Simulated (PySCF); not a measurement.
# C4H9BN2: what the fields show

```xyz
16

C     2.0561   -0.9351   -0.9597
C     1.6949    0.3003   -0.5929
B     0.2611    0.7952   -0.1009
C     0.2782    1.4148    1.3575
N     0.2444    1.8345    2.4394
N    -0.7292   -0.4801   -0.0168
C    -2.1059   -0.1972    0.4124
H     1.3670   -1.7923   -0.9451
H     3.0691   -1.1778   -1.2982
H     2.4740    1.0733   -0.6410
H    -0.2661    1.5772   -0.8841
H    -0.2950   -1.1663    0.6068
H    -0.7224   -0.9076   -0.9458
H    -2.5484    0.5276   -0.2817
H    -2.7122   -1.1133    0.4338
H    -2.0748    0.2555    1.4114
```

Geometry: PBE0-D3(BJ)/def2-SVP.

Method: PBE0/pcSseg-1, SCF density, gas phase, non-relativistic (PySCF 2.14.0).

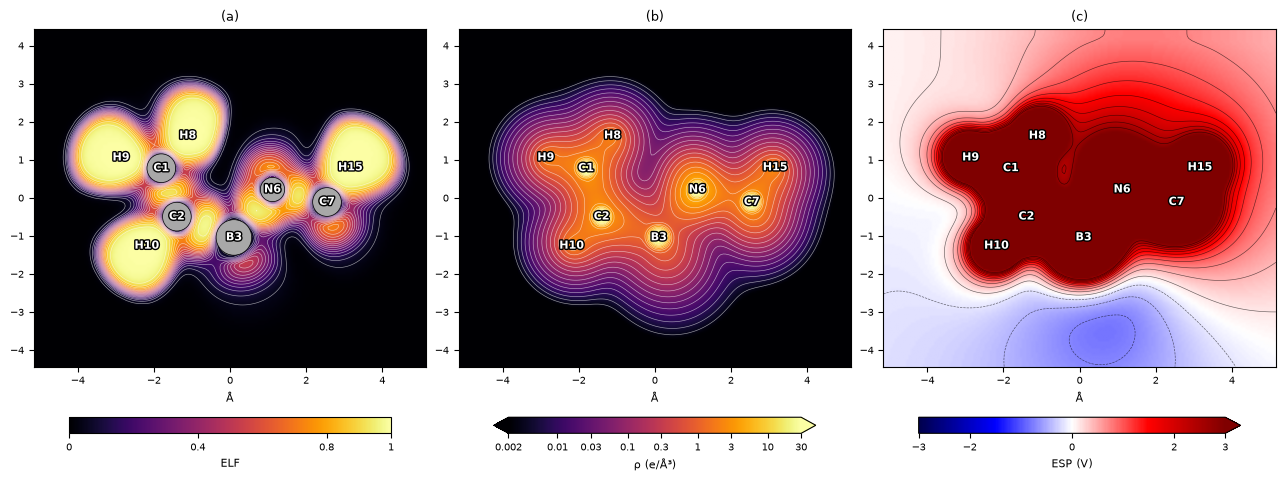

Figure 1. (a) electron localisation function; (b) total electron density; (c) electrostatic potential on the plane of atoms B3, N6 and C7. Grey discs cover the atomic cores in the ELF map.

What does the map show?

Answer.
- The plane passes through C, B, N and H nuclei.
- C–C (1.34 Å): the density is about 2.2 e/Å³ at the midpoint; the ELF peaks at about 0.95 between the atoms (a multiple bond).
- C–B (1.59 Å): ρ at the midpoint is about 1.3 e/Å³; the ELF peaks at about 1 between the atoms: a covalent bond.
- B–N (1.62 Å): ρ is about 1.2 e/Å³ halfway; the ELF peaks at about 0.95 between the atoms (a shared but strongly polarised pair).
- C–H (1.10 Å): the density is about 2 e/Å³ at the midpoint; the ELF climbs to about 1 towards the hydrogen, as it does in any bond to H; a covalent bond by its length.
- Outside the dense part of the molecule the potential is most negative (−0.8 V) near C4, which lies off the plane.

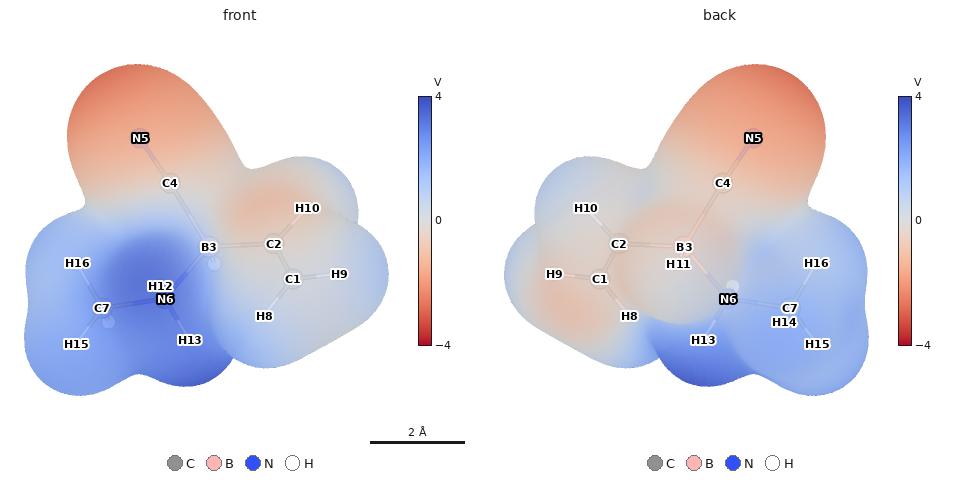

Figure 2. The molecular electrostatic potential painted on the density surface at 0.004 e/bohr³, seen from the front and from behind; the colour scale runs from red (negative) to blue (positive).

Describe the electrostatic potential map.

Answer. The most negative region (about −2.5 V) lies over N5, the most positive (about +3.5 V) over H13. N5 is the likeliest acceptor of a hydrogen bond.
